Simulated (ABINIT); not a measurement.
# BN (Qingsongite): G0W0 with ABINIT, start to end, part 2 of 2

How does a plane-wave GW calculation on BN (Qingsongite) run from the first input to the gap?

ABINIT 10.8.3; PBE and many-body steps on it, plane waves. Known limits of the many-body steps: not at the basis limit; coarse k mesh.

So far. Step 2 (Ground state): The gap is indirect, with the least direct gap 4.34 eV higher. Step 3 (Bands along the symmetry lines): The gap is 4.535 eV, as in the run before at this level.

### Step 4. Empty states on the mesh, 6×6×6 mesh, 99 bands

Level of this step: DFT, PBE, plane waves, norm-conserving pseudopotentials (ABINIT).

The sums over transitions need many empty states on a uniform mesh; this step solves for them.

Contents of run.abi:

```
acell 3*1.0 Angstrom
rprim 
  -0.000000000000 1.807500000000 1.807500000000
  1.807500000000 0.000000000000 1.807500000000
  1.807500000000 1.807500000000 -0.000000000000
ntypat 2
znucl 5 7
natom 2
typat 1 2
xred 
  0.000000000000 0.000000000000 0.000000000000
  0.250000000000 0.250000000000 0.250000000000
pp_dirpath "pseudos"
pseudos "B.upf, N.upf"
ecut 36
ngkpt 6 6 6
nshiftk 1
shiftk 0 0 0
kptopt 1
chksymbreak 0
irdden 1
istwfk *1
nband 99
prtvol 0
optdriver 6
gwr_task "HDIAGO"
paral_kgb 0
occopt 1
indata_prefix "in"
outdata_prefix "out"
tmpdata_prefix "tmp"
```

Started as:

```sh
$ OMP_NUM_THREADS=1 mpirun -n 4 abinit run.abi > log
```

Numbers of over 12 decimals in the logs are rounded to 6 here.

Log:

```text
[banner, memory and clock lines left out]
.Version 10.8.3 of ABINIT. v10.8.2 released Aug 2026.

 Symmetries : space group F-4 3 m (#216); Bravais cF (face-center cubic)
[... echo of the input left out ...]
== DATASET  1 ==================================================================
-   mpi_nproc: 4, omp_nthreads: 1 (-1 if OMP is not activated)

--- !DatasetInfo
iteration_state: {dtset: 1, }
dimensions: {natom: 2, nkpt: 16, mband: 99, nsppol: 1, nspinor: 1, nspden: 1, mpw: 869, }
cutoff_energies: {ecut:  36.0, pawecutdg:  -1.0, }
electrons: {nelect:   8.00000000E+00, charge:   0.00000000E+00, occopt:   1.00000000E+00, tsmear:   1.00000000E-02, }

.Using double precision arithmetic; gwpc =  8

- Reading GS density from: in_DEN

--- Pseudopotential description ------------------------------------------------
- B Generated using ONCVPSP code by D. R. Hamann
-  5.00000   3.00000  171031                  znucl, zion, pspdat
12 -101130 1 -1 1534                          pspcod,pspxc,lmax,lloc,mmax
     nproj     2     2
  pspatm : epsatm=    3.38844616
         --- l  ekb(1:nproj) -->
             0    8.382104    1.234201
             1   -3.719492   -0.867526
 pspatm: atomic psp has been read  and splines computed

- N Generated using ONCVPSP code by D. R. Hamann
-  7.00000   5.00000  171031                  znucl, zion, pspdat
12 -101130 1 -1 1058                          pspcod,pspxc,lmax,lloc,mmax
     nproj     2     2
  pspatm : epsatm=    5.20977870
         --- l  ekb(1:nproj) -->
             0    7.494509    0.636305
             1   -4.293905   -1.006988
 pspatm: atomic psp has been read  and splines computed

   6.87857989E+01                                ecore*ucvol(ha*bohr**3)

 Total charge density [el/Bohr^3]
)     Maximum=    5.6373E-01  at reduced coord.    0.2000    0.2000    0.4000
)     Minimum=    7.6975E-03  at reduced coord.    0.0000    0.0000    0.0000
   Integrated=    8.0000E+00

 === KS gaps after direct diagonalization ===
 Indirect band gap semiconductor
 Fundamental gap:     4.535 (eV)
   VBM:     8.220 (eV) at k: [ 0.0000E+00,  0.0000E+00,  0.0000E+00]
   CBM:    12.755 (eV) at k: [ 5.0000E-01,  5.0000E-01,  0.0000E+00]
 Direct gap:         8.878 (eV) at k: [ 0.0000E+00,  0.0000E+00,  0.0000E+00]

== END DATASET(S) ==============================================================

 -outvars: echo values of variables after computation  --------
           etotal      0.0000000000E+00
            nband          99
             nkpt          16
          spgroup         216
 [... the other variables as echoed above ...]

 Calculation completed.
```

Wall time 3.1 s (4 MPI ranks of Intel Xeon 6975P-C (Granite Rapids), shared host); peak memory 0.34 GiB.

This step gave:

```
gap                                                           : 4.535 eV
k of the valence top                                          : 0, 0, 0
k of the conduction bottom                                    : 0.5, 0.5, 0
least direct gap                                              : 8.878 eV
k points computed                                             : 16
lowest point of the top converged band, above the valence top : 192.0699 eV
```

On this mesh the gap is 4.535 eV.

### Step 5. Screening, 6×6×6 mesh, 91 bands, screening to 261.2 eV

The RPA dielectric matrix is built and inverted for each q.

This step: RPA screening on PBE, plane waves, norm-conserving pseudopotentials.

Changes to run.abi since step 4:

```diff
@@ -20,10 +20,11 @@
 chksymbreak 0
-irdden 1
 istwfk *1
-nband 99
-prtvol 0
-optdriver 6
-gwr_task "HDIAGO"
-paral_kgb 0
 occopt 1
+irdwfk 1
+optdriver 3
+nband 91
+ecuteps 9.6
+inclvkb 2
+awtr 1
+symchi 1
 indata_prefix "in"
```

Log:

```text
.Version 10.8.3 of ABINIT. v10.8.2 released Aug 2026.

 Symmetries : space group F-4 3 m (#216); Bravais cF (face-center cubic)
[... echo of the input left out ...]
== DATASET  1 ==================================================================
-   mpi_nproc: 4, omp_nthreads: 1 (-1 if OMP is not activated)

--- !DatasetInfo
iteration_state: {dtset: 1, }
dimensions: {natom: 2, nkpt: 16, mband: 91, nsppol: 1, nspinor: 1, nspden: 1, mpw: 869, }
cutoff_energies: {ecut:  36.0, pawecutdg:  -1.0, }
electrons: {nelect:   8.00000000E+00, charge:   0.00000000E+00, occopt:   1.00000000E+00, tsmear:   1.00000000E-02, }

 SCREENING: Calculation of the susceptibility and dielectric matrices

 Based on a program developped by R.W. Godby, V. Olevano, G. Onida, and L. Reining.
 Incorporated in ABINIT by V. Olevano, G.-M. Rignanese, and M. Torrent.
.Using double precision arithmetic ; gwpc =  8

[... cell and pseudopotentials left out ...]
--------------------------------------------------------------------------------

 ==== K-mesh for the wavefunctions ====
 Number of points in the irreducible wedge :    16
[... list of points left out ...]
 Together with 24 symmetry operations and time-reversal symmetry
 yields   216 points in the full Brillouin Zone.

 ==== Q-mesh for the screening function ====
 Number of points in the irreducible wedge :    16
[... list of points left out ...]
 Together with 24 symmetry operations and time-reversal symmetry
 yields   216 points in the full Brillouin Zone.

 setmesh: FFT mesh size selected  =    20x   20x   20
          total number of points  =         8000

 vcoul_init : cutoff-mode = AUXILIARY_FUNCTION
 q-points for optical limit:   1
     1)      0.000010    0.000020    0.000030

- screening: taking advantage of time-reversal symmetry
- Maximum band index for partially occupied states nbvw = 4
- Remaining bands to be divided among processors   nbcw = 87
- Number of bands treated by each node ~21

 Number of electrons calculated from density =    8.0000; Expected =    8.0000
 average of density, n =  0.100376
 r_s =    1.3348
 omega_plasma =   30.5612 [eV]

 calculating chi0 at frequencies [eV] :
  1    0.000000E+00    0.000000E+00
  2    0.000000E+00    3.056116E+01

--------------------------------------------------------------------------------
  q-point number  1        q = ( 0.000000, 0.000000, 0.000000) [r.l.u.]
--------------------------------------------------------------------------------
[... chi0 elements left out ...]
 For q-point:  0.000010 0.000020 0.000030
  dielectric constant =   4.3902
  dielectric constant without local fields =   4.7430

  Average fulfillment of the sum rule on Im[epsilon] for q-point    1 :     92.40  [%]
[... wings left out ...]
  q-point number  2        q = ( 0.166667, 0.000000, 0.000000) [r.l.u.]
--------------------------------------------------------------------------------
[... chi0 elements left out ...]
  Average fulfillment of the sum rule on Im[epsilon] for q-point    2 :     98.59  [%]

 [... 14 further q-points ...]
```

Wall time 8.8 s (4 MPI ranks); peak memory 0.53 GiB.

This step gave:

```yaml
eps_infinity_with_local_fields_on_this_mesh_along_the_program_s_q_direction: 4.390
the_same_without_local_fields: 4.743
plasma_frequency: 30.56 eV
plane_waves_in_the_screening_matrix: 113
```

Local fields lower ε∞ by 7 %. On a Γ-centred mesh this coarse the value itself is usually too large, while a short band sum pulls it down.

### Step 6. Self-energy, 6×6×6 mesh, 91 bands, screening to 261.2 eV

The self-energy is evaluated for the states that the input lists, and the levels follow from it, in one-shot runs by the linearised quasiparticle equation.

This step: G0W0 on PBE, plane waves, norm-conserving pseudopotentials.

Changes to run.abi since step 5:

```diff
@@ -23,8 +23,17 @@
 irdwfk 1
-optdriver 3
+optdriver 4
 nband 91
+gwcalctyp 0
+ecutsigx 36
+symsigma 1
+nkptgw 2
+kptgw 
+  0.0000000000 0.0000000000 0.0000000000
+  0.5000000000 0.5000000000 0.0000000000
+bdgw 
+  2 7
+  3 6
 ecuteps 9.6
-inclvkb 2
-awtr 1
-symchi 1
+irdscr 1
+ppmodel 1
 indata_prefix "in"
```

Log:

```text
.Version 10.8.3 of ABINIT. v10.8.2 released Aug 2026.

 Symmetries : space group F-4 3 m (#216); Bravais cF (face-center cubic)
[... echo of the input left out ...]
== DATASET  1 ==================================================================
-   mpi_nproc: 4, omp_nthreads: 1 (-1 if OMP is not activated)

--- !DatasetInfo
iteration_state: {dtset: 1, }
dimensions: {natom: 2, nkpt: 16, mband: 91, nsppol: 1, nspinor: 1, nspden: 1, mpw: 869, }
cutoff_energies: {ecut:  36.0, pawecutdg:  -1.0, }
electrons: {nelect:   8.00000000E+00, charge:   0.00000000E+00, occopt:   1.00000000E+00, tsmear:   1.00000000E-02, }

 SIGMA: Calculation of the GW corrections

 Based on a program developped by R.W. Godby, V. Olevano, G. Onida, and L. Reining.
 Incorporated in ABINIT by V. Olevano, G.-M. Rignanese, and M. Torrent.
.Using double precision arithmetic ; gwpc =  8

[... cell and pseudopotentials left out ...]
--------------------------------------------------------------------------------

 ==== K-mesh for the wavefunctions ====
 Number of points in the irreducible wedge :    16
[... list of points left out ...]
 Together with 24 symmetry operations and time-reversal symmetry
 yields   216 points in the full Brillouin Zone.

 ==== Q-mesh for screening function ====
 Number of points in the irreducible wedge :    16
[... list of points left out ...]
 Together with 24 symmetry operations and time-reversal symmetry
 yields   216 points in the full Brillouin Zone.

 vcoul_init : cutoff-mode = AUXILIARY_FUNCTION
 q-points for optical limit:   1
     1)      0.000010    0.000020    0.000030
 setmesh: FFT mesh size selected  =    25x   25x   25
          total number of points  =        15625

 Number of electrons calculated from density =    8.0000; Expected =    8.0000
 average of density, n =  0.100376
 r_s =    1.3348
 omega_plasma =   30.5612 [eV]

 === KS Band Gaps ===
  >>>> For spin  1
   Minimum direct gap =   8.8782 [eV], located at k-point      :   0.0000  0.0000  0.0000
   Fundamental gap    =   4.5349 [eV], Top of valence bands at :   0.0000  0.0000  0.0000
                                       Bottom of conduction at :   0.5000  0.5000  0.0000
 SIGMA fundamental parameters:
 PLASMON POLE MODEL  1
 number of plane-waves for SigmaX                  869
 number of plane-waves for SigmaC and W            113
 number of plane-waves for wavefunctions           869
 number of bands                                    91
 number of independent spin polarizations            1
 number of spinorial components                      1
 number of k-points in IBZ                          16
 number of q-points in IBZ                          16
 number of symmetry operations                      24
 number of k-points in BZ                          216
 number of q-points in BZ                          216
 number of frequencies for dSigma/dE                 9
 frequency step for dSigma/dE [eV]                0.25
 number of omega for Sigma on real axis              0
 max omega for Sigma on real axis  [eV]           0.00
 zcut for avoiding poles [eV]                     0.10

 EPSILON^-1 parameters (SCR file):
 dimension of the eps^-1 matrix on file            113
 dimension of the eps^-1 matrix used               113
 number of plane-waves for wavefunctions           869
 number of bands                                    91
 number of q-points in IBZ                          16
 number of frequencies                               2
 number of real frequencies                          1
 number of imag frequencies                          1

 matrix elements of self-energy operator (all in [eV])

 Perturbative Calculation

--- !SelfEnergy_ee
iteration_state: {dtset: 1, }
kpoint     : [   0.000,    0.000,    0.000, ]
spin       : 1
KS_gap     :    8.878
QP_gap     :   10.948
Delta_QP_KS:    2.070
data: !SigmaeeData |
     Band     E0 <VxcDFT>   SigX SigC(E0)      Z dSigC/dE  Sig(E)    E-E0       E
        2   8.220 -18.521 -22.105   2.464   0.827  -0.210 -19.447  -0.926   7.294
        3   8.220 -18.521 -22.105   2.464   0.827  -0.210 -19.447  -0.926   7.294
        4   8.220 -18.521 -22.105   2.464   0.827  -0.210 -19.447  -0.926   7.294
        5  17.099 -13.778  -7.120  -5.298   0.842  -0.188 -12.633   1.144  18.243
        6  17.099 -13.778  -7.120  -5.298   0.842  -0.188 -12.633   1.144  18.243
        7  17.099 -13.778  -7.120  -5.298   0.842  -0.188 -12.633   1.144  18.243

--- !SelfEnergy_ee
iteration_state: {dtset: 1, }
kpoint     : [   0.500,    0.500,    0.000, ]
spin       : 1
KS_gap     :    9.442
QP_gap     :   11.406
Delta_QP_KS:    1.964
data: !SigmaeeData |
     Band     E0 <VxcDFT>   SigX SigC(E0)      Z dSigC/dE  Sig(E)    E-E0       E
        3   3.313 -16.496 -21.664   3.469   0.817  -0.225 -17.883  -1.387   1.926
        4   3.313 -16.496 -21.664   3.469   0.817  -0.225 -17.883  -1.387   1.926
        5  12.755 -12.569  -7.356  -4.537   0.854  -0.172 -11.992   0.577  13.332
        6  17.562 -12.695  -6.758  -5.119   0.850  -0.176 -11.999   0.696  18.258

== END DATASET(S) ==============================================================
================================================================================

 -outvars: echo values of variables after computation  --------
           etotal      0.0000000000E+00
            nband          91
             nkpt          16
          spgroup         216
 [... the other variables as echoed above ...]

 Calculation completed.
```

Wall time 3.6 s (4 MPI ranks); peak memory 0.54 GiB.

Numbers from this step:

```yaml
g0w0_gap_on_the_points_computed: 6.038 eV
starting_gap_on_the_mesh: 4.535 eV
k_of_the_valence_top: 0, 0, 0
k_of_the_conduction_bottom: 0.5, 0.5, 0
z_at_the_valence_top: 0.827
z_at_the_conduction_bottom: 0.854
least_direct_g0w0_gap_on_the_computed_points: 10.95 eV
```

The gap on the mesh goes from 4.53 eV to 6.04 eV, a correction of +1.50 eV.

Limits: finite bands, cutoff and mesh; coarse k mesh. v1 is the top filled band, c1 the lowest empty one. Levels before and after the correction, in eV, zero at the valence-band top of each column:

```csv
,conduction bottom,valence top
Kohn-Sham,4.53,0.00
G0W0,6.04,0.00
```

```csv
,level,energy (eV)
Kohn-Sham,Γ v3-v1,0.000
Kohn-Sham,Γ c1-c3,8.878
Kohn-Sham,(0.5 0.5 0) v2-v1,-4.907
Kohn-Sham,(0.5 0.5 0) c1,4.535
Kohn-Sham,(0.5 0.5 0) c2,9.342
G0W0,Γ v3-v1,0.000
G0W0,Γ c1-c3,10.949
G0W0,(0.5 0.5 0) v2-v1,-5.368
G0W0,(0.5 0.5 0) c1,6.038
G0W0,(0.5 0.5 0) c2,10.964
```

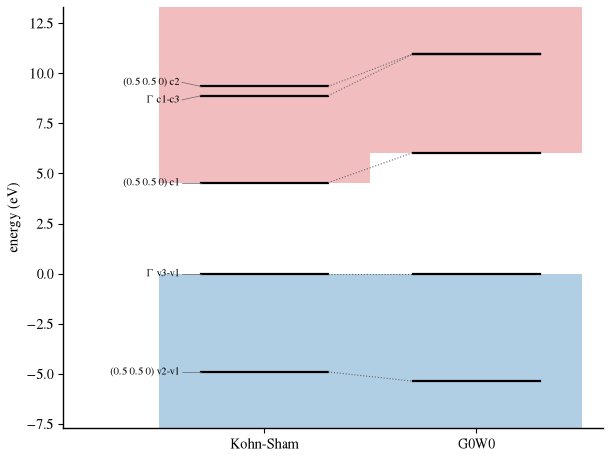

Levels before and after the correction. Shaded: valence and conduction bands.

### Step 7. Where the time went

Times are wall times on 4 MPI ranks of Intel Xeon 6975P-C (Granite Rapids), shared host, good to a factor of about two.

```csv
step,time,share,memory (GiB)
ground state,3.2 s,15 %,0.28
bands along the symmetry lines,2.5 s,12 %,0.07
empty states on the mesh,3.1 s,15 %,0.34
screening,8.8 s,41 %,0.53
self-energy,3.6 s,17 %,0.54
```

### Step 8. What came out

```
PBE gap              : 4.54 eV, indirect
G0W0 gap on the mesh : 6.04 eV
GW settings          : 6×6×6 mesh, 91 bands, screening to 261.2 eV, Godby-Needs plasmon pole
known limits         : not at the basis limit; coarse k mesh
```

G0W0 moves the gap on the mesh from 4.53 eV to 6.04 eV (+1.50 eV), with Z of 0.83 and 0.85 at the edges. Local fields lower the RPA ε∞ on this mesh from 4.74 to 4.39; a Γ-centred mesh this coarse tends to raise both, most where the direct gap is narrow, while a short band sum lowers them. Only 2 of the mesh's irreducible points were corrected, so a valley elsewhere could overtake. The dearest step here is «screening». Bands and cutoff are finite, so the gap is not at the basis limit. The miss can reach some tenths of an eV and take either sign; the mesh is an error of its own. In the G0W0 run levels were corrected at 2 k points alone, so a gap called «on the mesh» is the least over those, and an edge elsewhere would be missed. The 6×6×6 mesh is coarse for this cell, which bears on the long-range parts of exchange and screening.

[Paths, hosts, dates, memory and timing lines, banners, echoed tables and standing remarks are left out of the program output.]

[Logs are printed without paths, hosts, clocks, repeated set-up lines and the standing remarks that a program may print on its own settings, such as how far it seeks lower states.]

[Runs of the session that timed out or met a known fault of the program may be left out.]

[Hosts, paths, dates, database ids (printed as entryN), source tags and the programs' standing remarks are cut or masked in the printed files.]

[G0W0 gaps are taken among the corrected bands and points alone; a level outside them can change the order at an edge.]

[Where Ansatz stands beside ABINIT at settings called matched, ABINIT's density can come from a denser mesh and the files from another edition; pairs whose starting gaps differed by over 0.03 eV were left out, so agreement reads better than it is.]
